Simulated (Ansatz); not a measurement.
The starting structures come from a database of crystals and need not be the phases stable at ambient conditions.

 Where the default PAW files enter, the runs use the earlier of Ansatz's two default sets.

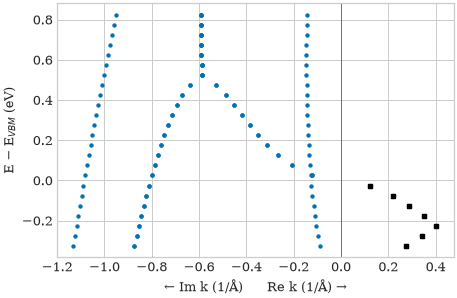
Figure: Complex bands at the centre of the two-dimensional zone; PBEsol run with Ansatz (an electronic-structure program)

The gap is the functional's own, uncorrected, and κ follows it; spin-orbit coupling is left out. Mid-gap values are interpolated between the computed energies.

### Question
This is Li3As (P6_3/mmc, not sure to be the ambient phase, 8 atoms a cell, 15.8 Å³ an atom) along the normal of (001). Read off the slowest decay at the centre of the two-dimensional zone at 0.28 eV, the computed energy nearest the middle of the gap.

### Answer
κ ≈ 0.14 1/Å, a decay length 1/(2κ) of the density of 3.5 Å.
